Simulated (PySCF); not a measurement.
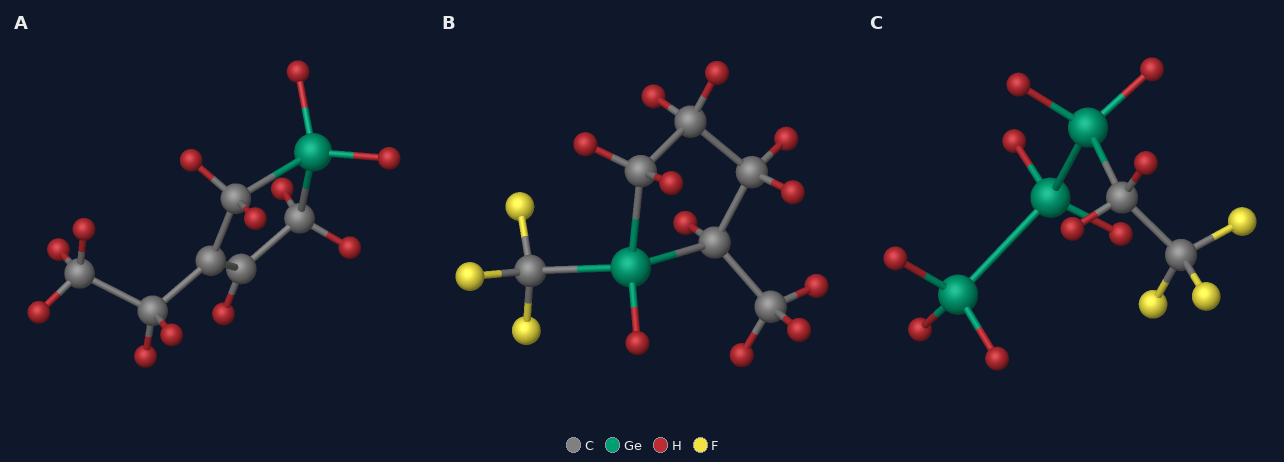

Figure made from data computed with PySCF.

```xyz
21
charge 0, multiplicity 1
C    -1.8626   -1.3335   -0.8744
C    -0.9180   -0.5334    0.0079
C    -1.3538    0.9206    0.2515
C    -0.1855    1.7475    0.7956
C     1.0289    1.5960   -0.1316
Ge    0.9334   -0.2961   -0.6323
C     2.1816   -1.3864    0.4819
F     3.4710   -1.1220    0.2212
F     2.0044   -2.7040    0.3006
F     1.9903   -1.1446    1.7918
H    -1.5263   -2.3745   -0.9973
H    -1.9479   -0.8920   -1.8807
H    -2.8779   -1.3636   -0.4445
H    -0.8205   -1.0344    0.9878
H    -2.2218    0.9630    0.9316
H    -1.6911    1.3593   -0.7066
H    -0.4730    2.8045    0.9176
H     0.0765    1.3771    1.8022
H     1.9784    1.8828    0.3422
H     0.9130    2.2097   -1.0397
H     1.2239   -0.6526   -2.0999
```

> Which panel shows the molecule in this file?

B. The file holds C6H11F3Ge, `C[C@@H]1CC[CH2][Ge@H]1[C](F)(F)F`.
